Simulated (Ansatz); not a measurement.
# Ge₂H₃ (doublet): B2PLYP, RPA-PBE over a scan of the distance Ge1–H3, cc-pVDZ

Aim: run Ge₂H₃ (doublet) with these functionals over a scan of the distance Ge1–H3, and hold them against the top wave-function level at the same points.

The runs use Ansatz 0.2.0, Gaussian basis; cc-pVDZ, all electrons in the functionals, frozen cores in the correlation of double hybrids and RPA.

Plan: B2PLYP, RPA-PBE, at 1.225 Å; 1.416 Å; 1.548 Å; 1.683 Å; 1.897 Å; 2.141 Å; 2.456 Å; 2.857 Å; 3.339 Å; 4.203 Å; 5.378 Å.

25 further runs of the same task are left out: 1 for a known fault of the program, 1 for a mislabelled method, 15 that didn't finish, 8 set aside as unsound or not needed.

## (1) The system

The geometry derives from a PBE0/def2-TZVP stationary point (not a proven minimum). One bond is set to the value named and the two fragments are kept rigid. No spin-orbit coupling is included. The filled d shell of Ge may be among the frozen orbitals whatever the setting's name suggests; the logs give the count.

5 atoms, charge 0, spin multiplicity 2.

Atoms are counted from 1 here; the program's logs count them from 0.

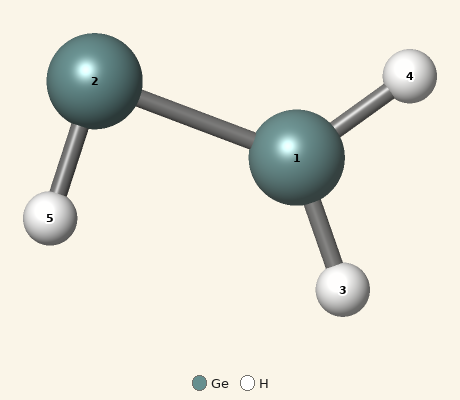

The structure; germanium teal, hydrogen white; atoms are numbered from 1 in the order of the file.

Geometry (Å):

```xyz
5
charge 0, multiplicity 2
Ge    0.0000    0.0132    1.1812
Ge    0.0000   -0.0343   -1.2234
H     0.0000    1.2193    2.1518
H     0.0000   -1.2552    2.0686
H     0.0000    1.5605   -1.1845
```

No dispersion term is added.

The geometry shown and the zero of energy belong to the point 1.548 Å. The yardstick, UCCSDT(Q), and other wave-function levels (R restricted, U unrestricted, valence and pair active spaces) come from earlier runs.

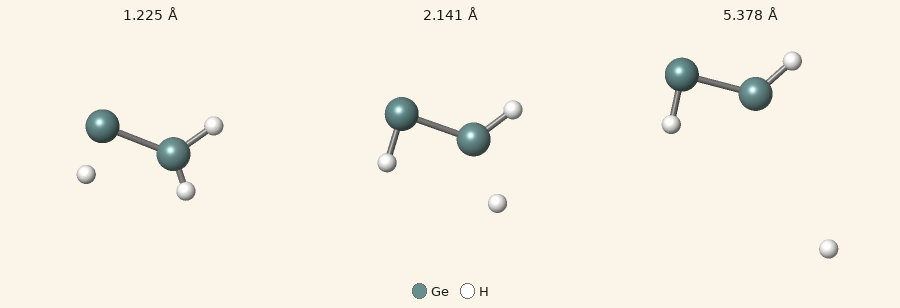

Three points of the scan; sticks are drawn by distance.

## (2) B2PLYP, 1.225 Å

in.yaml reads:

```yaml
crystal:
  periodic: [false, false, false]
  atoms:
    - {symbol: Ge, position_ang: [0.000000, 0.014895, 1.182614]}
    - {symbol: Ge, position_ang: [0.000000, -0.032628, -1.221987]}
    - {symbol: H, position_ang: [0.000000, 0.969265, 1.950601]}
    - {symbol: H, position_ang: [0.000000, -1.253531, 2.069990]}
    - {symbol: H, position_ang: [0.000000, 1.562234, -1.183086]}
basis:
  gaussian: {orbitals: cc-pVDZ}
magnetization: {spin_polarized: true, initial_magnetization: 1}
hamiltonian: {xc: {name: B2PLYP}}
correlation: {electrons: outside_noble_gas}
```

Run with:

```sh
$ ansatz run in.yaml --threads 1 --pin off --events-out ev --progress --plain --max-ram 2393MiB
```

Output:

```text
Functional definition: B2PLYP
  name "B2PLYP"
  cite "Grimme, J. Chem. Phys. 124, 034108 (2006) doi:10.1063/1.2148954"
  cite "Becke, Phys. Rev. A 38, 3098 (1988) doi:10.1103/PhysRevA.38.3098"
  cite "Lee, Yang & Parr, Phys. Rev. B 37, 785 (1988) doi:10.1103/PhysRevB.37.785"
  parameter a = 0.53
  parameter c = 0.27
  exchange = (1 - a)*b88_x + a*exact_x
  correlation = (1 - c)*lyp_c + c*(mp2_os + mp2_ss)
784 factors; integrals over basis functions are off by at most 1.2e-3 eV
mean field evaluation 1: about -113055.7926 eV, gradient 5.1e0 eV
mean field evaluation 2: about -113055.7927 eV, gradient 5.1e0 eV
mean field evaluation 4: about -113056.0305 eV, gradient 5.5e-1 eV
mean field evaluation 8: about -113056.0369 eV, gradient 4.0e-2 eV
mean field evaluation 16: about -113056.0370 eV, gradient 3.1e-5 eV
mean field -113056.03696930 eV, -4154.7327264877 hartree, gradient 2.9e-6 eV, S^2 0.754317; 2 other end points of the search recorded, 0 dependent functions left out
28 core orbitals not correlated: weight in the atoms' cores, before any rotation towards them, 0.997 or more for the frozen orbitals, at most 0.001 for the correlated occupied ones
reference -113056.03711607 eV, -4154.7327318814 hartree; 6, 5 occupied and 35, 36 virtual orbitals, 784 factors
second order -5.57709848 eV of doubles, -0.00000000 eV of singles
Total energy: -113057.54293266 eV, -4154.7880696204 hartree
```

Wall time 4.1 s (1 thread of AMD EPYC 9R14, shared host).

From the report: ⟨S²⟩ of the determinant 0.754 (pure doublet: 0.75).

## (3) B2PLYP, 1.416 Å

in.yaml reads:

```yaml
crystal:
  periodic: [false, false, false]
  atoms:
    - {symbol: Ge, position_ang: [0.000000, 0.013884, 1.181800]}
    - {symbol: Ge, position_ang: [0.000000, -0.033639, -1.222801]}
    - {symbol: H, position_ang: [0.000000, 1.117057, 2.069530]}
    - {symbol: H, position_ang: [0.000000, -1.254542, 2.069176]}
    - {symbol: H, position_ang: [0.000000, 1.561223, -1.183900]}
basis:
  gaussian: {orbitals: cc-pVDZ}
magnetization: {spin_polarized: true, initial_magnetization: 1}
hamiltonian: {xc: {name: B2PLYP}}
correlation: {electrons: outside_noble_gas}
```

Launched as before.

Output, cut to the lines that bear on the results:

```text
Functional definition: B2PLYP
  name "B2PLYP"
  cite "Grimme, J. Chem. Phys. 124, 034108 (2006) doi:10.1063/1.2148954"
  cite "Becke, Phys. Rev. A 38, 3098 (1988) doi:10.1103/PhysRevA.38.3098"
  cite "Lee, Yang & Parr, Phys. Rev. B 37, 785 (1988) doi:10.1103/PhysRevB.37.785"
[...]
785 factors; integrals over basis functions are off by at most 1.2e-3 eV
[...]
mean field -113057.27378913 eV, -4154.7781787779 hartree, gradient 3.3e-6 eV, S^2 0.754295; 2 other end points of the search recorded, 0 dependent functions left out
28 core orbitals not correlated: weight in the atoms' cores, before any rotation towards them, 0.999 or more for the frozen orbitals, at most 0.001 for the correlated occupied ones
reference -113057.27393543 eV, -4154.7781841543 hartree; 6, 5 occupied and 35, 36 virtual orbitals, 785 factors
second order -5.62153048 eV of doubles, -0.00000000 eV of singles
Total energy: -113058.79174866 eV, -4154.8339627617 hartree
```

Wall time 3.9 s (1 thread of AMD EPYC 9R14, shared host).

From the report: ⟨S²⟩ of the determinant 0.754 (pure doublet: 0.75).

## (4) B2PLYP, 1.548 Å

in.yaml reads:

```yaml
crystal:
  periodic: [false, false, false]
  atoms:
    - {symbol: Ge, position_ang: [0.000000, 0.013184, 1.181237]}
    - {symbol: Ge, position_ang: [0.000000, -0.034339, -1.223364]}
    - {symbol: H, position_ang: [0.000000, 1.219299, 2.151804]}
    - {symbol: H, position_ang: [0.000000, -1.255242, 2.068613]}
    - {symbol: H, position_ang: [0.000000, 1.560523, -1.184463]}
basis:
  gaussian: {orbitals: cc-pVDZ}
magnetization: {spin_polarized: true, initial_magnetization: 1}
hamiltonian: {xc: {name: B2PLYP}}
correlation: {electrons: outside_noble_gas}
```

The command is unchanged.

Output, cut to the lines that bear on the results:

```text
Functional definition: B2PLYP
  name "B2PLYP"
  cite "Grimme, J. Chem. Phys. 124, 034108 (2006) doi:10.1063/1.2148954"
  cite "Becke, Phys. Rev. A 38, 3098 (1988) doi:10.1103/PhysRevA.38.3098"
  cite "Lee, Yang & Parr, Phys. Rev. B 37, 785 (1988) doi:10.1103/PhysRevB.37.785"
[...]
785 factors; integrals over basis functions are off by at most 1.2e-3 eV
[...]
mean field -113057.44418943 eV, -4154.7844408734 hartree, gradient 4.1e-6 eV, S^2 0.754289; 2 other end points of the search recorded, 0 dependent functions left out
28 core orbitals not correlated: weight in the atoms' cores, before any rotation towards them, 0.999 or more for the frozen orbitals, at most 0.001 for the correlated occupied ones
reference -113057.44433503 eV, -4154.7844462244 hartree; 6, 5 occupied and 35, 36 virtual orbitals, 785 factors
second order -5.66359816 eV of doubles, -0.00000000 eV of singles
Total energy: -113058.97350654 eV, -4154.8406422406 hartree
```

Run time: 3.8 s. Hardware: 1 thread of AMD EPYC 9R14, shared host.

From the report: ⟨S²⟩ of the determinant 0.754 (pure doublet: 0.75).

## (5) B2PLYP, 1.683 Å

in.yaml reads:

```yaml
crystal:
  periodic: [false, false, false]
  atoms:
    - {symbol: Ge, position_ang: [0.000000, 0.012470, 1.180663]}
    - {symbol: Ge, position_ang: [0.000000, -0.035053, -1.223938]}
    - {symbol: H, position_ang: [0.000000, 1.323657, 2.235782]}
    - {symbol: H, position_ang: [0.000000, -1.255956, 2.068039]}
    - {symbol: H, position_ang: [0.000000, 1.559809, -1.185037]}
basis:
  gaussian: {orbitals: cc-pVDZ}
magnetization: {spin_polarized: true, initial_magnetization: 1}
hamiltonian: {xc: {name: B2PLYP}}
correlation: {electrons: outside_noble_gas}
```

Launched as before.

Output, cut to the lines that bear on the results:

```text
Functional definition: B2PLYP
  name "B2PLYP"
  cite "Grimme, J. Chem. Phys. 124, 034108 (2006) doi:10.1063/1.2148954"
  cite "Becke, Phys. Rev. A 38, 3098 (1988) doi:10.1103/PhysRevA.38.3098"
  cite "Lee, Yang & Parr, Phys. Rev. B 37, 785 (1988) doi:10.1103/PhysRevB.37.785"
[...]
786 factors; integrals over basis functions are off by at most 1.2e-3 eV
[...]
mean field -113057.31710570 eV, -4154.7797706324 hartree, gradient 6.3e-6 eV, S^2 0.754305; 2 other end points of the search recorded, 0 dependent functions left out
28 core orbitals not correlated: weight in the atoms' cores, before any rotation towards them, 0.999 or more for the frozen orbitals, at most 0.001 for the correlated occupied ones
reference -113057.31725126 eV, -4154.7797759817 hartree; 6, 5 occupied and 35, 36 virtual orbitals, 786 factors
second order -5.71529854 eV of doubles, -0.00000000 eV of singles
Total energy: -113058.86038186 eV, -4154.8364849855 hartree
```

It took 3.8 s on 1 thread of AMD EPYC 9R14, shared host.

From the report: ⟨S²⟩ of the determinant 0.754 (pure doublet: 0.75).

From 1.548 Å: +2.6 kcal/mol.

## (6) B2PLYP, 1.897 Å

in.yaml reads:

```yaml
crystal:
  periodic: [false, false, false]
  atoms:
    - {symbol: Ge, position_ang: [0.000000, 0.011337, 1.179751]}
    - {symbol: Ge, position_ang: [0.000000, -0.036186, -1.224850]}
    - {symbol: H, position_ang: [0.000000, 1.489247, 2.369033]}
    - {symbol: H, position_ang: [0.000000, -1.257089, 2.067127]}
    - {symbol: H, position_ang: [0.000000, 1.558676, -1.185949]}
basis:
  gaussian: {orbitals: cc-pVDZ}
magnetization: {spin_polarized: true, initial_magnetization: 1}
hamiltonian: {xc: {name: B2PLYP}}
correlation: {electrons: outside_noble_gas}
```

The command is unchanged.

Output, cut to the lines that bear on the results:

```text
Functional definition: B2PLYP
  name "B2PLYP"
  cite "Grimme, J. Chem. Phys. 124, 034108 (2006) doi:10.1063/1.2148954"
  cite "Becke, Phys. Rev. A 38, 3098 (1988) doi:10.1103/PhysRevA.38.3098"
  cite "Lee, Yang & Parr, Phys. Rev. B 37, 785 (1988) doi:10.1103/PhysRevB.37.785"
[...]
786 factors; integrals over basis functions are off by at most 1.2e-3 eV
[...]
mean field -113056.80856464 eV, -4154.7610820933 hartree, gradient 3.0e-6 eV, S^2 0.754527; 2 other end points of the search recorded, 0 dependent functions left out
28 core orbitals not correlated: weight in the atoms' cores, before any rotation towards them, 0.999 or more for the frozen orbitals, at most 0.000 for the correlated occupied ones
reference -113056.80871115 eV, -4154.7610874776 hartree; 6, 5 occupied and 35, 36 virtual orbitals, 786 factors
second order -5.81693580 eV of doubles, -0.00000000 eV of singles
Total energy: -113058.37928382 eV, -4154.8188049586 hartree
```

Wall time 3.8 s (1 thread of AMD EPYC 9R14, shared host).

From the report: ⟨S²⟩ of the determinant 0.755 (pure doublet: 0.75).

From 1.548 Å: +13.7 kcal/mol.

## (7) B2PLYP, 2.141 Å

in.yaml reads:

```yaml
crystal:
  periodic: [false, false, false]
  atoms:
    - {symbol: Ge, position_ang: [0.000000, 0.010045, 1.178711]}
    - {symbol: Ge, position_ang: [0.000000, -0.037478, -1.225890]}
    - {symbol: H, position_ang: [0.000000, 1.678050, 2.520963]}
    - {symbol: H, position_ang: [0.000000, -1.258381, 2.066087]}
    - {symbol: H, position_ang: [0.000000, 1.557384, -1.186989]}
basis:
  gaussian: {orbitals: cc-pVDZ}
magnetization: {spin_polarized: true, initial_magnetization: 1}
hamiltonian: {xc: {name: B2PLYP}}
correlation: {electrons: outside_noble_gas}
```

Launched as before.

Output, cut to the lines that bear on the results:

```text
Functional definition: B2PLYP
  name "B2PLYP"
  cite "Grimme, J. Chem. Phys. 124, 034108 (2006) doi:10.1063/1.2148954"
  cite "Becke, Phys. Rev. A 38, 3098 (1988) doi:10.1103/PhysRevA.38.3098"
  cite "Lee, Yang & Parr, Phys. Rev. B 37, 785 (1988) doi:10.1103/PhysRevB.37.785"
[...]
785 factors; integrals over basis functions are off by at most 1.2e-3 eV
[...]
mean field -113056.07232189 eV, -4154.7340256711 hartree, gradient 9.8e-6 eV, S^2 0.759133; 4 other end points of the search recorded, 0 dependent functions left out
28 core orbitals not correlated: weight in the atoms' cores, before any rotation towards them, 0.999 or more for the frozen orbitals, at most 0.000 for the correlated occupied ones
reference -113056.07247055 eV, -4154.7340311345 hartree; 6, 5 occupied and 35, 36 virtual orbitals, 785 factors
second order -5.96170592 eV of doubles, -0.00000000 eV of singles
Total energy: -113057.68213115 eV, -4154.7931850704 hartree
```

Run time: 4.8 s. Hardware: 1 thread of AMD EPYC 9R14, shared host.

From the report: ⟨S²⟩ of the determinant 0.759 (pure doublet: 0.75).

From 1.548 Å: +29.8 kcal/mol.

## (8) B2PLYP, 2.456 Å

in.yaml reads:

```yaml
crystal:
  periodic: [false, false, false]
  atoms:
    - {symbol: Ge, position_ang: [0.000000, 0.008377, 1.177369]}
    - {symbol: Ge, position_ang: [0.000000, -0.039146, -1.227232]}
    - {symbol: H, position_ang: [0.000000, 1.921791, 2.717103]}
    - {symbol: H, position_ang: [0.000000, -1.260049, 2.064745]}
    - {symbol: H, position_ang: [0.000000, 1.555716, -1.188331]}
basis:
  gaussian: {orbitals: cc-pVDZ}
magnetization: {spin_polarized: true, initial_magnetization: 1}
hamiltonian: {xc: {name: B2PLYP}}
correlation: {electrons: outside_noble_gas}
```

Same command.

Output, cut to the lines that bear on the results:

```text
Functional definition: B2PLYP
  name "B2PLYP"
  cite "Grimme, J. Chem. Phys. 124, 034108 (2006) doi:10.1063/1.2148954"
  cite "Becke, Phys. Rev. A 38, 3098 (1988) doi:10.1103/PhysRevA.38.3098"
  cite "Lee, Yang & Parr, Phys. Rev. B 37, 785 (1988) doi:10.1103/PhysRevB.37.785"
[...]
785 factors; integrals over basis functions are off by at most 1.2e-3 eV
[...]
mean field -113055.25098404 eV, -4154.7038420619 hartree, gradient 1.2e-6 eV, S^2 1.115513; 4 other end points of the search recorded, 0 dependent functions left out
28 core orbitals not correlated: weight in the atoms' cores, before any rotation towards them, 0.999 or more for the frozen orbitals, at most 0.000 for the correlated occupied ones
reference -113055.25113887 eV, -4154.7038477520 hartree; 6, 5 occupied and 35, 36 virtual orbitals, 785 factors
second order -5.66095059 eV of doubles, -0.00000000 eV of singles
Total energy: -113056.77959553 eV, -4154.7600174983 hartree
```

Run time: 8 s. Hardware: 1 thread of AMD EPYC 9R14, shared host.

From the report: ⟨S²⟩ of the determinant 1.116 (pure doublet: 0.75).

From 1.548 Å: +50.6 kcal/mol.

## (9) B2PLYP, 2.857 Å

in.yaml reads:

```yaml
crystal:
  periodic: [false, false, false]
  atoms:
    - {symbol: Ge, position_ang: [0.000000, 0.006254, 1.175660]}
    - {symbol: Ge, position_ang: [0.000000, -0.041269, -1.228941]}
    - {symbol: H, position_ang: [0.000000, 2.232078, 2.966793]}
    - {symbol: H, position_ang: [0.000000, -1.262172, 2.063036]}
    - {symbol: H, position_ang: [0.000000, 1.553593, -1.190040]}
basis:
  gaussian: {orbitals: cc-pVDZ}
magnetization: {spin_polarized: true, initial_magnetization: 1}
hamiltonian: {xc: {name: B2PLYP}}
correlation: {electrons: outside_noble_gas}
```

Launched as before.

Output, cut to the lines that bear on the results:

```text
Functional definition: B2PLYP
  name "B2PLYP"
  cite "Grimme, J. Chem. Phys. 124, 034108 (2006) doi:10.1063/1.2148954"
  cite "Becke, Phys. Rev. A 38, 3098 (1988) doi:10.1103/PhysRevA.38.3098"
  cite "Lee, Yang & Parr, Phys. Rev. B 37, 785 (1988) doi:10.1103/PhysRevB.37.785"
[...]
786 factors; integrals over basis functions are off by at most 1.2e-3 eV
[...]
mean field -113054.76543441 eV, -4154.6859984422 hartree, gradient 2.0e-6 eV, S^2 1.517680; 11 other end points of the search recorded, 0 dependent functions left out
28 core orbitals not correlated: weight in the atoms' cores, before any rotation towards them, 0.999 or more for the frozen orbitals, at most 0.001 for the correlated occupied ones
reference -113054.76559534 eV, -4154.6860043565 hartree; 6, 5 occupied and 35, 36 virtual orbitals, 786 factors
second order -5.30855980 eV of doubles, -0.00000000 eV of singles
Total energy: -113056.19890649 eV, -4154.7386775695 hartree
```

It took 21 s on 1 thread of AMD EPYC 9R14, shared host.

From the report: ⟨S²⟩ of the determinant 1.518 (pure doublet: 0.75). The determinant is far from a pure spin state, so its energy mixes those of several spin states (harmless only where they are near-degenerate, as at dissociation).

From 1.548 Å: +64.0 kcal/mol.

## (10) B2PLYP, 3.339 Å

in.yaml reads:

```yaml
crystal:
  periodic: [false, false, false]
  atoms:
    - {symbol: Ge, position_ang: [0.000000, 0.003702, 1.173607]}
    - {symbol: Ge, position_ang: [0.000000, -0.043821, -1.230994]}
    - {symbol: H, position_ang: [0.000000, 2.605041, 3.266918]}
    - {symbol: H, position_ang: [0.000000, -1.264724, 2.060983]}
    - {symbol: H, position_ang: [0.000000, 1.551041, -1.192093]}
basis:
  gaussian: {orbitals: cc-pVDZ}
magnetization: {spin_polarized: true, initial_magnetization: 1}
hamiltonian: {xc: {name: B2PLYP}}
correlation: {electrons: outside_noble_gas}
```

The command is unchanged.

Output, cut to the lines that bear on the results:

```text
Functional definition: B2PLYP
  name "B2PLYP"
  cite "Grimme, J. Chem. Phys. 124, 034108 (2006) doi:10.1063/1.2148954"
  cite "Becke, Phys. Rev. A 38, 3098 (1988) doi:10.1103/PhysRevA.38.3098"
  cite "Lee, Yang & Parr, Phys. Rev. B 37, 785 (1988) doi:10.1103/PhysRevB.37.785"
[...]
786 factors; integrals over basis functions are off by at most 1.2e-3 eV
[...]
mean field -113054.56651126 eV, -4154.6786881515 hartree, gradient 2.8e-6 eV, S^2 1.690910; 15 other end points of the search recorded, 0 dependent functions left out
28 core orbitals not correlated: weight in the atoms' cores, before any rotation towards them, 0.999 or more for the frozen orbitals, at most 0.001 for the correlated occupied ones
reference -113054.56667818 eV, -4154.6786942854 hartree; 6, 5 occupied and 35, 36 virtual orbitals, 786 factors
second order -5.19553740 eV of doubles, -0.00000000 eV of singles
Total energy: -113055.96947327 eV, -4154.7302460544 hartree
```

Run time: 30 s. Hardware: 1 thread of AMD EPYC 9R14, shared host.

From the report: ⟨S²⟩ of the determinant 1.691 (pure doublet: 0.75). The determinant is far from a pure spin state, so its energy mixes those of several spin states (harmless only where they are near-degenerate, as at dissociation).

From 1.548 Å: +69.3 kcal/mol.

## (11) B2PLYP, 4.203 Å

in.yaml reads:

```yaml
crystal:
  periodic: [false, false, false]
  atoms:
    - {symbol: Ge, position_ang: [0.000000, -0.000873, 1.169925]}
    - {symbol: Ge, position_ang: [0.000000, -0.048396, -1.234676]}
    - {symbol: H, position_ang: [0.000000, 3.273589, 3.804902]}
    - {symbol: H, position_ang: [0.000000, -1.269299, 2.057301]}
    - {symbol: H, position_ang: [0.000000, 1.546466, -1.195775]}
basis:
  gaussian: {orbitals: cc-pVDZ}
magnetization: {spin_polarized: true, initial_magnetization: 1}
hamiltonian: {xc: {name: B2PLYP}}
correlation: {electrons: outside_noble_gas}
```

Launched as before.

Output, cut to the lines that bear on the results:

```text
Functional definition: B2PLYP
  name "B2PLYP"
  cite "Grimme, J. Chem. Phys. 124, 034108 (2006) doi:10.1063/1.2148954"
  cite "Becke, Phys. Rev. A 38, 3098 (1988) doi:10.1103/PhysRevA.38.3098"
  cite "Lee, Yang & Parr, Phys. Rev. B 37, 785 (1988) doi:10.1103/PhysRevB.37.785"
[...]
787 factors; integrals over basis functions are off by at most 1.2e-3 eV
[...]
mean field -113054.48722595 eV, -4154.6757744700 hartree, gradient 2.8e-6 eV, S^2 1.753776; 16 other end points of the search recorded, 0 dependent functions left out
28 core orbitals not correlated: weight in the atoms' cores, before any rotation towards them, 0.999 or more for the frozen orbitals, at most 0.001 for the correlated occupied ones
reference -113054.48740082 eV, -4154.6757808963 hartree; 6, 5 occupied and 35, 36 virtual orbitals, 787 factors
second order -5.16108172 eV of doubles, -0.00000000 eV of singles
Total energy: -113055.88089288 eV, -4154.7269907851 hartree
```

Wall time 30 s (1 thread of AMD EPYC 9R14, shared host); peak memory 0.31 GiB.

From the report: ⟨S²⟩ of the determinant 1.754 (pure doublet: 0.75). The determinant is far from a pure spin state, so its energy mixes those of several spin states (harmless only where they are near-degenerate, as at dissociation).

From 1.548 Å: +71.3 kcal/mol.

## (12) B2PLYP, 5.378 Å

in.yaml reads:

```yaml
crystal:
  periodic: [false, false, false]
  atoms:
    - {symbol: Ge, position_ang: [0.000000, -0.007095, 1.164919]}
    - {symbol: Ge, position_ang: [0.000000, -0.054618, -1.239682]}
    - {symbol: H, position_ang: [0.000000, 4.182784, 4.536536]}
    - {symbol: H, position_ang: [0.000000, -1.275521, 2.052295]}
    - {symbol: H, position_ang: [0.000000, 1.540244, -1.200781]}
basis:
  gaussian: {orbitals: cc-pVDZ}
magnetization: {spin_polarized: true, initial_magnetization: 1}
hamiltonian: {xc: {name: B2PLYP}}
correlation: {electrons: outside_noble_gas}
```

The command is unchanged.

Output, cut to the lines that bear on the results:

```text
Functional definition: B2PLYP
  name "B2PLYP"
  cite "Grimme, J. Chem. Phys. 124, 034108 (2006) doi:10.1063/1.2148954"
  cite "Becke, Phys. Rev. A 38, 3098 (1988) doi:10.1103/PhysRevA.38.3098"
  cite "Lee, Yang & Parr, Phys. Rev. B 37, 785 (1988) doi:10.1103/PhysRevB.37.785"
[...]
785 factors; integrals over basis functions are off by at most 1.2e-3 eV
[...]
mean field -113054.47477611 eV, -4154.6753169467 hartree, gradient 8.1e-6 eV, S^2 1.760598; 15 other end points of the search recorded, 0 dependent functions left out
28 core orbitals not correlated: weight in the atoms' cores, before any rotation towards them, 0.999 or more for the frozen orbitals, at most 0.001 for the correlated occupied ones
reference -113054.47497332 eV, -4154.6753241940 hartree; 6, 5 occupied and 35, 36 virtual orbitals, 785 factors
second order -5.15706505 eV of doubles, -0.00000000 eV of singles
Total energy: -113055.86738088 eV, -4154.7264942281 hartree
```

Run time: 31 s. Hardware: 1 thread of AMD EPYC 9R14, shared host.

From the report: ⟨S²⟩ of the determinant 1.761 (pure doublet: 0.75). The determinant is far from a pure spin state, so its energy mixes those of several spin states (harmless only where they are near-degenerate, as at dissociation).

From 1.548 Å: +71.6 kcal/mol.

[end of part 1 of 2]
